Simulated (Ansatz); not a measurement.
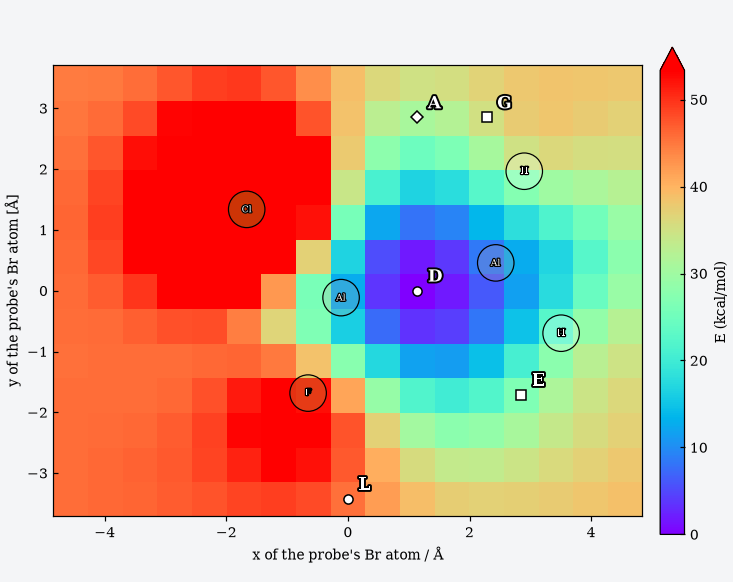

Al₂ClFH₂ (SMILES [F][Al]([AlH2])[Cl]) with the probe Br-. The probe is moved over a plane parallel to the molecule's main plane, 2.37 Å above it. Coordinates scanned: (1) x of the probe's Br atom; (2) y of the probe's Br atom. Nothing is relaxed (molecule and probe rigid). The scan uses a 17 × 13 grid. Points are written as (first, second). Energies: kcal/mol, counted from the lowest grid point. Energies and slopes of some neighbouring points disagree (a jump in structure or state, or too coarse a mesh). Method: Ansatz, RHF/def2-SVPD.

The picture shows one coloured cell a grid point, labelled circles for the molecule's atoms, projected on the plane, one colour for all values above the top of the scale, lettered points.

### Is L the lowest point of the computed grid?

No. L lies 45.5 kcal/mol above the lowest grid point, which is at (1.14 Å, 0.00 Å) [nearest 2 Al at 2.71 Å].

### Rank the lettered points by energy, lowest first.

D (0.0 kcal/mol), E (26.6 kcal/mol), A (30.9 kcal/mol), G (35.2 kcal/mol), L (45.5 kcal/mol).
